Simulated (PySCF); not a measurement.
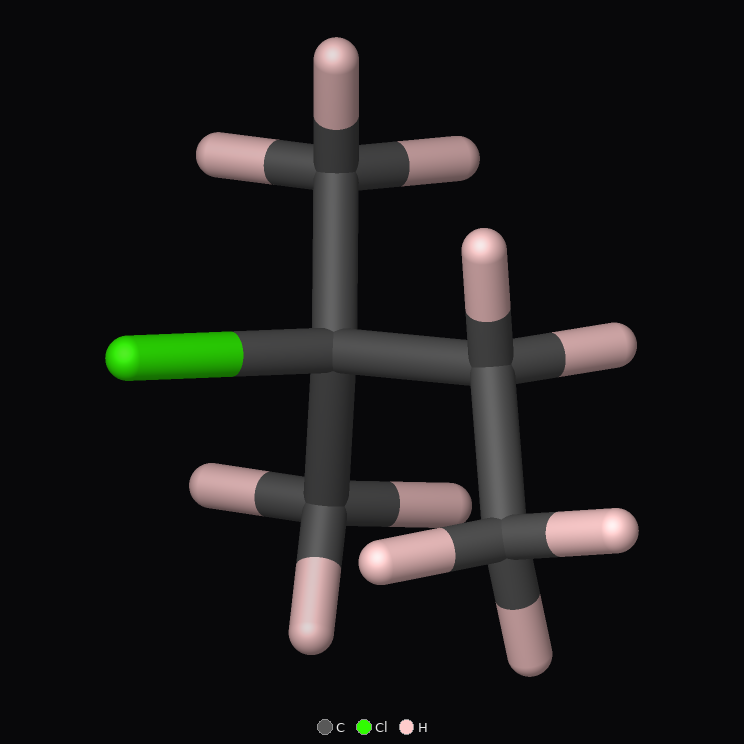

Stick drawing of a structure. Every bond is drawn as one stick, whatever its order.

The geometry was computed by an optimisation with PBE0-D3(BJ)/def2-SVP. No frequency run is at hand to confirm it as a minimum.

**Give the formula.**

C₅H₁₁Cl, 17 atoms: 5 carbon, 11 hydrogen and 1 chlorine.

**Does it have rings?**

It has no ring.

The parts below concern this one geometry. Atoms keep their numbers from picture to picture.

**Geometry**

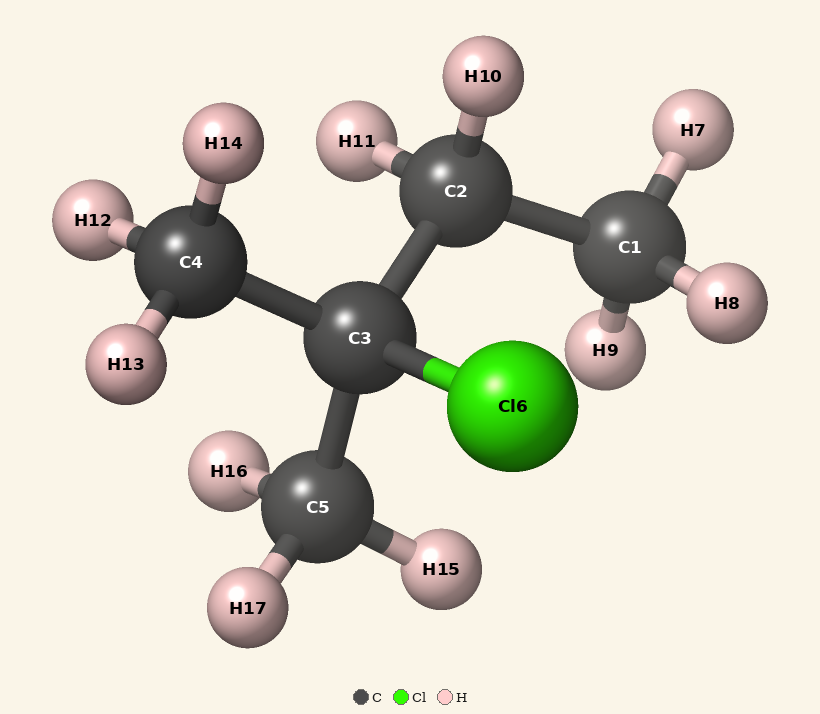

The atoms are numbered. No frequency run is at hand to confirm it as a minimum.

Which atoms are bonded, and how long are the bonds?

| bond | length (Å) | order |
| --- | --- | --- |
| C1–C2 | 1.518 | single |
| C1–H7 | 1.100 | single |
| C1–H8 | 1.100 | single |
| C1–H9 | 1.100 | single |
| C2–C3 | 1.529 | single |
| C2–H10 | 1.102 | single |
| C2–H11 | 1.105 | single |
| C3–C4 | 1.520 | single |
| C3–C5 | 1.519 | single |
| C3–Cl6 | 1.833 | single |
| C4–H12 | 1.102 | single |
| C4–H13 | 1.099 | single |
| C4–H14 | 1.099 | single |
| C5–H15 | 1.098 | single |
| C5–H16 | 1.102 | single |
| C5–H17 | 1.099 | single |

**Electronic properties**

No frequency run is at hand to confirm it as a minimum. Level of theory: PBE0/IGLO-III, gas phase (PySCF 2.14.0).

What does the calculation give?

- dipole moment: 2.05 D
- HOMO energy (Kohn–Sham orbital): −8.14 eV
- LUMO energy (Kohn–Sham orbital): 0.64 eV
- HOMO–LUMO gap: 8.78 eV

**Quadrupole coupling**

No frequency run is at hand to confirm it as a minimum. Electric field gradients from the ground-state density, PBE0/cc-pVDZ (PySCF 2.14.0), non-relativistic apart from any core potentials.

Give the largest field-gradient component, the quadrupole coupling constant and the asymmetry for 35Cl at Cl6 (Q = −81.7 mb).

```tsv
atom	V_zz (a.u.)	e²qQ/h (MHz)	η
Cl6	3.204	−61.5	0.01
```

**NMR shielding**

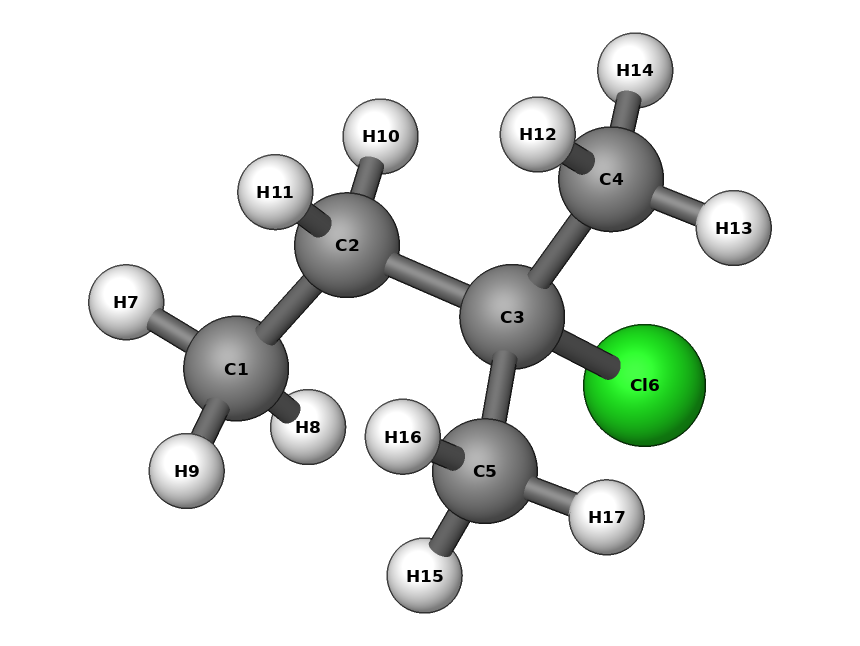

No frequency run is at hand to confirm it as a minimum. Properties computed with GIAO PBE0/cc-pVDZ NMR shielding, non-relativistic, gas phase (PySCF 2.14.0). Principal shieldings σ11 ≤ σ22 ≤ σ33, span Ω = σ33 − σ11, skew κ = 3(σiso − σ22)/Ω.

Give the shielding tensors of the Cl atoms.

| atom | σ11 | σ22 | σ33 | σiso | Ω | κ |
| --- | --- | --- | --- | --- | --- | --- |
| Cl6 | 552.0 | 654.8 | 1063.2 | 756.7 | 511.2 | 0.60 |

Shieldings and span in ppm.
